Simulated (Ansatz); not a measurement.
## AlH5S (Al(H2S)H3): the energy, rung by rung

The species is AlH5S (7 atoms), meant as a singlet with charge 0. SMILES: `[H][Al]([H])([H])<-[SH2]`. Geometry: a GFN2-xTB relaxation, a rough one for these elements and not checked as a minimum.

```xyz
7

Al    0.1298   -0.2220   -1.0116
S     0.1518   -0.2519    1.4589
H     0.5126    1.0301    1.4853
H    -1.1455    0.0493    1.4764
H     1.6822   -0.1872   -1.1886
H    -0.6661    1.1393   -1.0463
H    -0.6648   -1.5576   -1.1741
```

Each level gives the energy change with the Al1–H5 bond stretched from 1.563 to 2.344 Å (eV). The values are calculated.

| level | kind | program | value (eV) | less FCI/STO-3G | CPU time (all runs) |
| --- | --- | --- | --- | --- | --- |
| HF/STO-3G (restricted) | Hartree–Fock | Ansatz | 4.12 | +0.91 | 0.21 s |
| SVWN5/STO-3G (restricted) | LDA | Ansatz | 3.11 | -0.10 | 1.5 s |
| BLYP/STO-3G (restricted) | GGA | Ansatz | 2.92 | -0.29 | 2.5 s |
| PBE/STO-3G (restricted) | GGA | Ansatz | 2.99 | -0.22 | 2.5 s |
| BHLYP/STO-3G (restricted) | global hybrid | Ansatz | 3.62 | +0.41 | 2.3 s |
| wB97M-V/STO-3G (restricted) | range-separated hybrid | Ansatz | 3.43 | +0.22 | 42 s |
| BCCD(T)/STO-3G (restricted) | coupled cluster or CI | Ansatz | 3.22 | +0.01 | 0.34 s |
| CCSD/STO-3G (restricted) | coupled cluster or CI | Ansatz | 3.24 | +0.03 | 0.3 s |
| FCI/STO-3G | exact in the basis | Ansatz | 3.21 | 0.00 | 19 s |

FCI/STO-3G is exact within its basis and frozen core, so for wave-function methods in that basis the difference is their error; functionals converge differently with the basis, so for them it is only a difference. Spin-restricted single references rise too steeply as a bond breaks, Hartree–Fock most of all. The first shape isn't each level's own minimum. The values span 2.92 to 4.12 eV. All rows use very small basis sets, so even the best lies far from the true value. CPU times are rough (shared hosts, several kinds of processor): they show what a rung costs within a factor of a few.

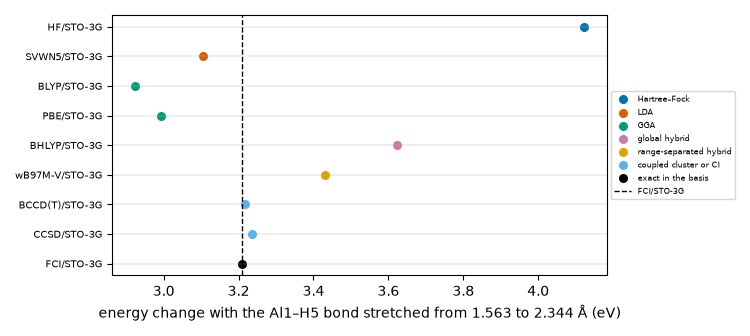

The values of the table, level by level.
